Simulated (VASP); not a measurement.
Band structure of Nb (bcc). All values below come from vdW-DF2, VASP's PBE PAW potentials (set 64) (plane waves; VASP 6.6.1).

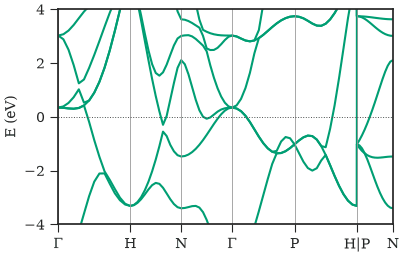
*Bands along high-symmetry lines, zero at the valence-band maximum or, without a gap, the Fermi level*

Problem. Read the plot: is there a gap, and where are the band edges?

Solution. It has no gap at this level: it comes out as a metal or semimetal. (Edges off the drawn lines would not show.)

The compound is Nb in the bcc structure. It was relaxed first, which changed the volume by +7 %.
